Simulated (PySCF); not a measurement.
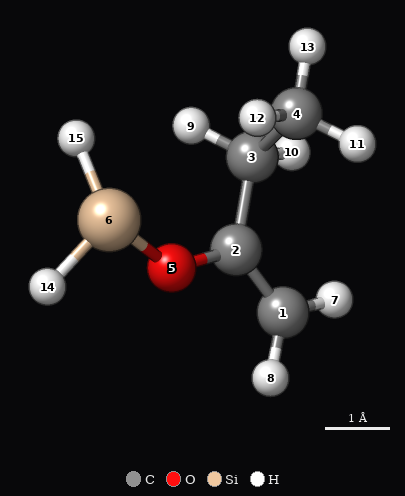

**Figure 1.** The input geometry (ball-and-stick view, seen at a tilt; atoms are numbered from 1 in the order of the input). Bond lengths as drawn: C–C 1.33 to 1.53 Å, C–H 1.07 to 1.09 Å, C–O 1.34 Å, H–Si 1.45 to 1.46 Å and O–Si 1.62 Å.

EPR calculation, with input and output: C$_{4}$H$_{9}$OSi

- system: C$_{4}$H$_{9}$OSi, multiplicity 2, SMILES C=C(CC)O[SiH2]
- method: UKS B3LYP, pcH-1 on C H O Si, non-relativistic, mean-field spin-orbit, GIAO (PySCF 2.14.0)

It belongs to a series of runs on one base structure; here: H removed from Si.

### The input
```
{"job": {"kind": "epr", "basis": "pcH-1"}, "charge": 0, "multiplicity": 2}
C      0.075773    -0.274024    -1.905564
C      0.296070    -0.164670    -0.597526
C     -0.503561    -0.906797     0.437849
C     -1.513481     0.018890     1.114370
O      1.263806     0.650708    -0.149386
Si     1.756350     1.336933     1.238159
H     -0.684199    -0.928947    -2.286892
H      0.655718     0.285575    -2.616741
H      0.178173    -1.315255     1.188273
H     -1.025458    -1.734475    -0.042546
H     -2.202610     0.423392     0.376243
H     -1.002670     0.849550     1.601786
H     -2.083110    -0.525107     1.864317
H      3.045459     1.854866     0.829581
H      1.739328     0.437354     2.386579
```

The first line tells a small driver script what to run in PySCF; the rest is the geometry in Å.

Hardware: 1 CPU thread, shared host.

Launch command:
```bash
OMP_NUM_THREADS=1 python <driver script> task.json out
```

### Log
```
UKS, coarse grid
  cycle   1  E = -522.42895789  |g| = 5.48e-01
  cycle   2  E = -522.19604703  |g| = 9.29e-01
  cycle   3  E = -522.53759794  |g| = 1.30e-01
  cycle   4  E = -522.54314024  |g| = 5.60e-02
  cycle   5  E = -522.54450191  |g| = 1.95e-02
  cycle   6  E = -522.54469201  |g| = 6.41e-03
  cycle   7  E = -522.54471299  |g| = 8.50e-04
  cycle   8  E = -522.54471395  |g| = 4.73e-04
UKS, final grid
  cycle   1  E = -522.54476776  |g| = 6.28e-04
  cycle   2  E = -522.54476753  |g| = 1.06e-03
  cycle   3  E = -522.54476792  |g| = 1.13e-04
  cycle   4  E = -522.54476792  |g| = 4.20e-05
  cycle   5  E = -522.54476793  |g| = 2.98e-05
E = -522.54476793 Eh   <S^2> = 0.7521 (exact 0.7500)
g shifts (ppm)      1          2          3
  rmc          -150       -150       -150
  gc             51         17         42
  oz_so        -876        -80       1931
  total        -975       -213       1822
hyperfine (MHz)  atom isotope    a_iso     a_fc   dipolar eigenvalues
    0   13C       6.13       6.16     -6.09     -5.32     11.42
    1   13C      -7.31      -7.31     -6.13      1.86      4.27
    2   13C       0.77       0.76     -0.44     -0.33      0.78
    3   13C       6.62       6.62     -1.20     -0.99      2.18
    4   17O     -19.14     -19.06    -34.77     16.69     18.09
    5  29Si    -519.18    -520.17   -150.79     74.95     75.84
    6    1H      -4.90      -4.89     -3.17     -0.42      3.59
    7    1H      -4.67      -4.67     -1.47     -0.67      2.14
    8    1H      -1.67      -1.68     -1.69     -1.40      3.09
    9    1H       0.29       0.29     -0.86     -0.44      1.30
   10    1H      -0.25      -0.25     -1.28     -0.97      2.25
   11    1H       0.00       0.00     -4.78     -3.69      8.47
   12    1H       0.41       0.41     -1.16     -0.81      1.96
   13    1H      81.58      81.57     -8.16      0.42      7.74
   14    1H      94.52      94.51     -8.72      0.63      8.09
```

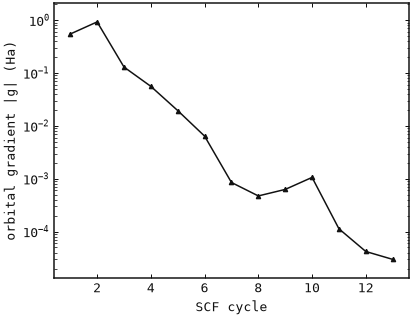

**Figure 2.** Convergence of the self-consistent field: orbital gradient |g| against the SCF cycle. All cycles printed in the log are drawn one after another.

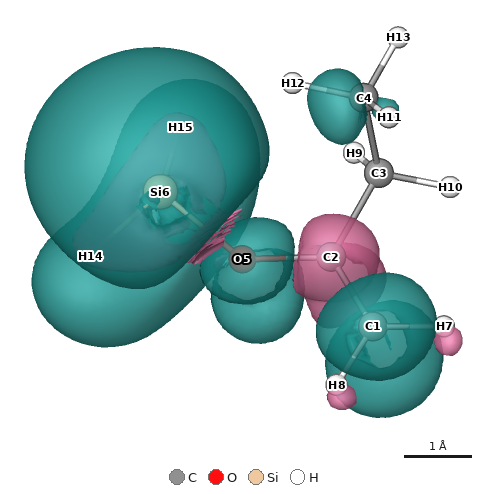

**Figure 3.** Isosurfaces of the spin density (α minus β) at +0.003 (teal) and −0.003 e/Å³ (pink), seen at a tilt. The unpaired spin (1 electron) lies mostly on Si6 (about 0.7) and O5 (about 0.1), in electrons by Hirshfeld's partition.

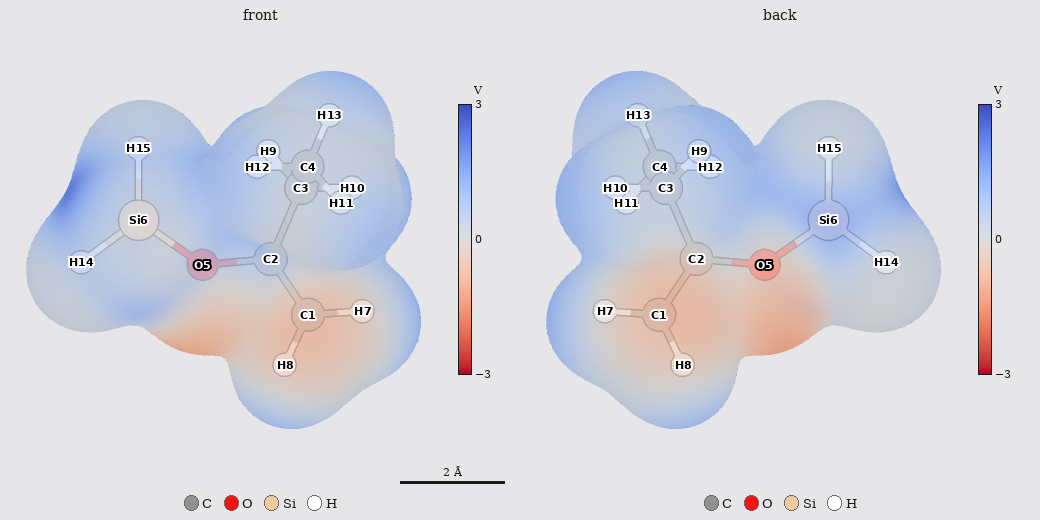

**Figure 4.** The molecular electrostatic potential painted on the density surface at 0.004 e/bohr³, seen at a tilt and from behind; red is negative and blue positive. A positive charge is drawn to the negative regions and a negative charge to the positive ones.

### Summary

- outcome: converged
- total energy: −522.544768 hartree
- ⟨S²⟩: 0.752
- isotropic g: 2.0025
- wall time: 53 s
- peak memory: 0.94 GiB
